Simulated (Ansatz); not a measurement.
The calculation's input:

```
crystal:
  periodic: [false, false, false]
  atoms:
    - { symbol: O, position_ang: [-2.1483, 1.2777, -0.1744] }
    - { symbol: B, position_ang: [-1.5025, 0.0796, 0.1411] }
    - { symbol: C, position_ang: [-2.13704, -0.86637, 1.2275] }
    - { symbol: C, position_ang: [-2.54357, -2.30823, 0.61988] }
    - { symbol: O, position_ang: [-3.0308, -3.10518, 1.59852] }
    - { symbol: H, position_ang: [-1.832, 2.006, 0.4468] }
    - { symbol: H, position_ang: [-0.51001, -0.2398, -0.39064] }
    - { symbol: H, position_ang: [-1.46479, -1.05611, 2.06091] }
    - { symbol: H, position_ang: [-3.08122, -0.44205, 1.58413] }
    - { symbol: H, position_ang: [-1.56589, -2.73692, 0.18238] }
    - { symbol: H, position_ang: [-3.2013, -2.1324, -0.25862] }
    - { symbol: H, position_ang: [-3.98254, -2.83127, 1.71192] }
basis:
  gaussian: { orbitals: def2-SVP }
hamiltonian:
  xc: pbe
relax:
  f_tol: 0.015
  max_steps: 40
output:
  orbitals: {}
```

Launched as:

```sh
ansatz run input.yaml --threads 2 --pin off --max-ram 3072MiB --backend cpu --events-out ev --progress --plain --runs-dir out
```

The fields are those of the relaxed geometry.

These are results of RKS PBE/def2-SVP in Ansatz, not measurements.

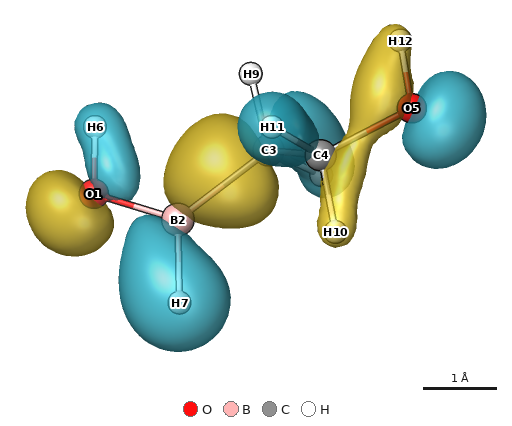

C₂H₇BO₂ (SMILES OBCCO). The HOMO−1 at ±0.15 Å⁻³ᐟ² (yellow and cyan are the two phases), seen at a tilt.

**Where does this orbital lie, and at what energy?**

By Hirshfeld shares it lies mainly on O5 (about 20 %), C3 (about 20 %), B2 (about 15 %), O1 (about 15 %), H7 (about 10 %) and C4 (about 5 %). Its energy is −7.00 eV.
